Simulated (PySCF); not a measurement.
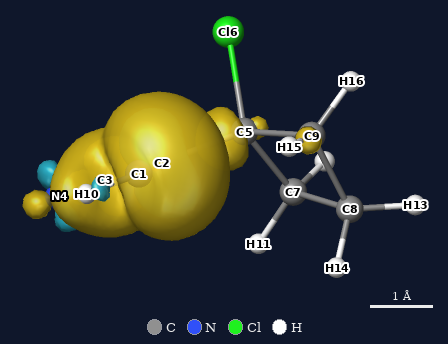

The picture shows: C₇H₇ClN (doublet). Isosurfaces of the spin density (α minus β) at +0.02 (yellow) and −0.02 e/Å³ (cyan), seen from one side.

Geometry: GFN2-xTB.

Theory: UKS B3LYP, pcH-1 on C Cl H N, non-relativistic, mean-field spin-orbit, GIAO in PySCF.

```xyz
16

C     1.4826    1.7373   -0.2839
C     1.3316    0.4501   -0.1496
C     2.3047   -0.4259   -0.7181
N     3.0939   -1.0985   -1.2030
C     0.2013   -0.2336    0.5741
Cl    0.9044   -1.0182    2.0289
C    -0.6584   -1.1533   -0.3049
C    -1.7713   -0.0919   -0.2768
C    -1.0195    0.6569    0.8355
H     2.1695    2.4172   -0.7290
H    -0.2367   -1.3965   -1.2788
H    -0.9305   -2.0742    0.2049
H    -2.7600   -0.4574   -0.0132
H    -1.8342    0.4780   -1.2008
H    -0.8408    1.7196    0.6805
H    -1.4443    0.4991    1.8229
```

Where is the unpaired spin?

Answer. The unpaired spin (1 electron) lies mostly on C1 (about 0.8), in electrons by Hirshfeld's partition.
